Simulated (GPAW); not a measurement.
# What relaxation does to the transmission of 10 junctions

A junction put together from bond lengths is quick to compute. How far is its transmission from that of the relaxed structure, and is geometry or basis the larger error?

Set-up. Relaxation in the dzp basis, within the symmetry of the start (GPAW, PBE, forces under 0.05 eV/Å; an orbital basis tends to overbind), lead ends held. Transmission: GPAW 26.7.0 in a basis of numerical atomic orbitals with PAW setups; lead and junction are solved self-consistently in repeated cells 9 Å or more across, their Hamiltonian and overlap matrices go into Green's functions with semi-infinite leads (ASE), and T is the Landauer transmission at zero bias, at the junction cell's Fermi level, for one spin or as the mean of both where a run is spin-polarised.

The runs side by side:

```
                                   junction  largest move (Å)  T as built, dzp  T relaxed, dzp  T relaxed, sz
 Li chain with a Cl atom on top of one atom              1.24            0.617           0.855          0.943
  propane-1,3-dithiol between two Al chains              1.11            0.985          0.0644         0.0557
  W chain with a Ti atom on top of one atom              1.07             4.24            2.48           2.33
 Ir chain with an Ag atom bridging one bond              0.80             5.14            3.52           3.58
          Li chain with one Pt atom in line              0.26            0.173           0.167          0.545
thiophene-2,5-dithiol between two Pt chains              0.17            0.643           0.259          0.873
         Ru chain with two Au atoms in line              0.13             1.06           0.943          0.959
             C3 chain between two Rh chains              0.06             1.64            1.77           1.75
         Rh chain with two Na atoms in line              0.05            0.927           0.965          0.974
           BN in line between two Cu chains              0.05            0.196            0.19          0.165
```

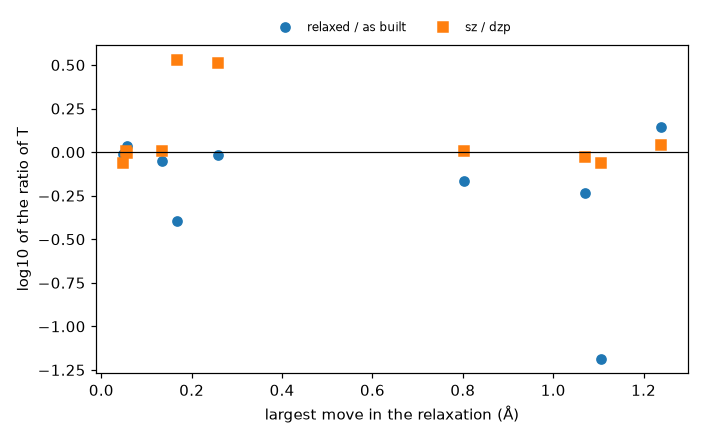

Change of T by relaxation and by the smaller basis.

What this shows: Relaxation raises T in 2 junctions, lowers it in 5 and leaves it within 5 % in 3. The largest change as a ratio is for propane-1,3-dithiol between two Al chains, from 0.985 to 0.0644. Moves over 0.6 Å, in 4 junctions, go beyond an adjustment of bond lengths: chain atoms buckled, a molecule turned or bonds were remade. In 7 of 10 cases the geometry matters more than the step from dzp to the minimal basis. The link between the largest move and the size of the change (r = 0.52) is weak or rests on one or two junctions.

Caveats: The cell length was held, so a junction may stay under tension or compression; the symmetry of the start was kept, and lower structures may exist. An evenly spaced straight chain is an idealisation of an electrode: free chains dimerise or zigzag, and their density of states has sharper edges than a bulk metal's. No run was spin-polarised, so magnetic states weren't tested. Spin-orbit coupling is left out, which matters for the heavier atoms here. Junctions whose dzp lead is shut at the Fermi level or whose end layer misses the lead by over 0.25 eV were left out, as were moves over 1.5 Å.

[Logs are printed without paths, hosts, clocks, repeated set-up lines and the standing remarks that a program may print on its own settings, such as how far it seeks lower states.]
